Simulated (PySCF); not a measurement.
**CH7AlAsN: density, localisation and related maps**

```xyz
11

C     2.0554   -0.6243   -1.2277
N     1.3660   -0.2691   -0.2489
Al    0.4987    0.2570    1.2136
As   -1.9041   -0.1401    0.2164
H     2.3221   -1.6706   -1.4115
H     2.4337    0.0864   -1.9707
H     0.1985    1.7785    1.4001
H     0.3736   -0.6576    2.4620
H    -3.1299   -0.5213   -0.5784
H    -2.6830    0.9047    0.9404
H    -1.5257    0.8592   -0.8214
```

Geometry: GFN2-xTB.

All numbers below come from CAM-B3LYP/def2-SVPD, SCF density, gas phase (PySCF 2.14.0).

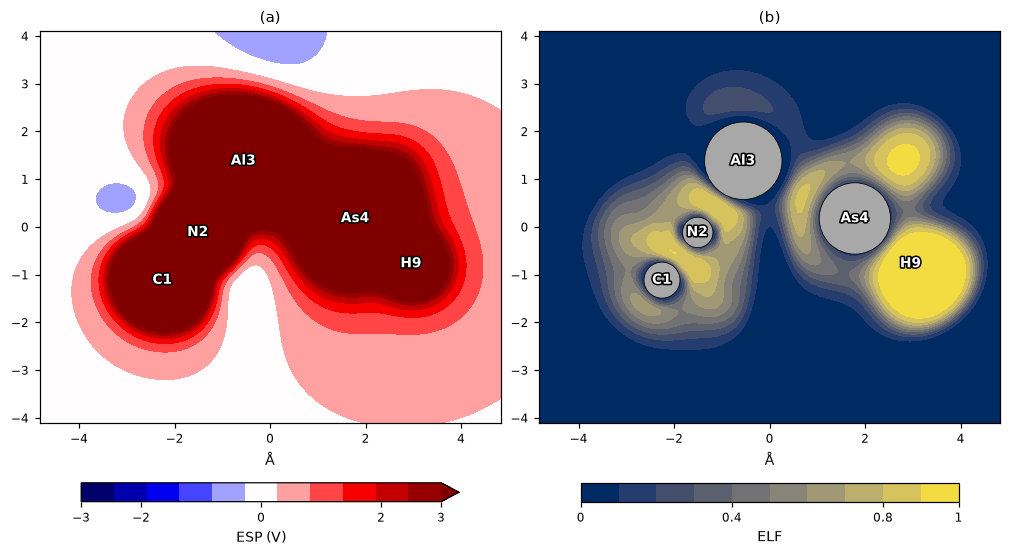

Figure 1. (a) electrostatic potential; (b) electron localisation function on the plane of atoms N2, Al3 and As4. Grey discs cover the atomic cores in the ELF map.

Q: What do the fields say about this system?

A:
- The section cuts through C, N, Al, As and H sites.
- C–N (1.25 Å): the ELF peaks at about 0.90 between the atoms (a multiple bond).
- Al–N (1.78 Å): the ELF peaks at about 0.90 in the valence shell of N, 0.7 Å from its nucleus, and is about 0.55 at the midpoint.
- Al–As (2.63 Å): the ELF peaks at about 0.80 between the atoms (a shared electron pair).
- As–H (1.51 Å): the ELF climbs to about 1 towards the hydrogen, as it does in any bond to H.
- Outside the dense part of the molecule the potential is most negative (−0.4 V) near H8, which lies off the plane.

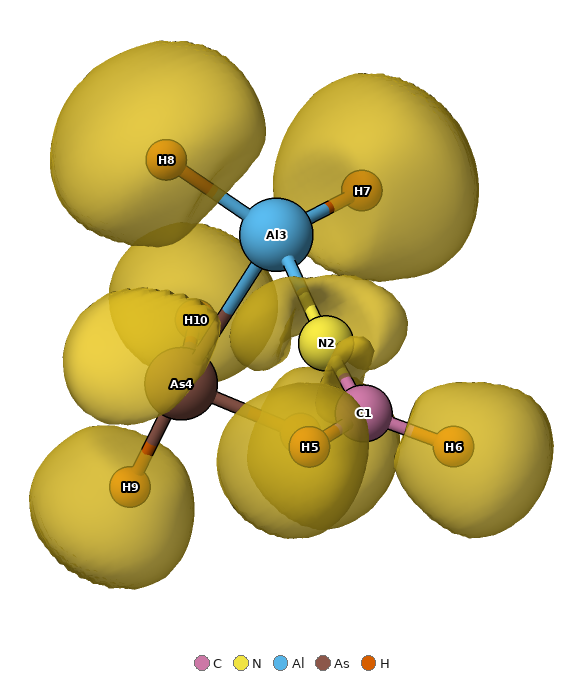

Figure 2. Isosurface of the ELF at 0.85 (yellow), seen at an oblique angle. Only the valence region is drawn (cores and ρ < 0.01 e/Å³ removed).

Q: What do the ELF domains correspond to?

A: The ELF exceeds this value in one region between bonded C–N atoms (shared pairs), seven regions around hydrogen nuclei, one lobe of the valence shell of N pointing towards Al and one lobe on As, pointing away from the bonds (lone pairs).

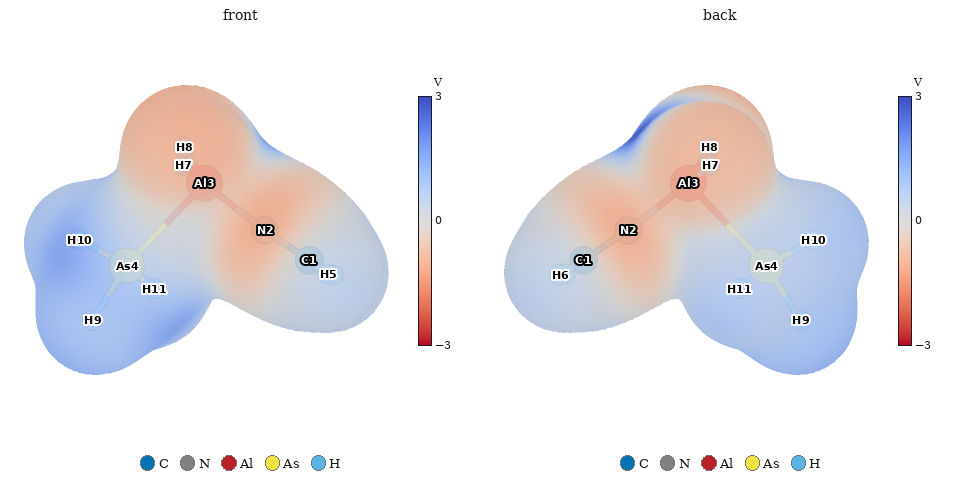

Figure 3. The molecular electrostatic potential painted on the density surface at 0.002 e/bohr³, seen from the front and from behind; red is negative and blue positive.

Q: Where is the surface potential most negative and most positive?

A: The most negative region (about −1.0 V) lies over N2 and H8, the most positive (about +2.5 V) over Al3.

Q: What dipole moment does the calculation give?

A: Its dipole moment is 2.82 D.
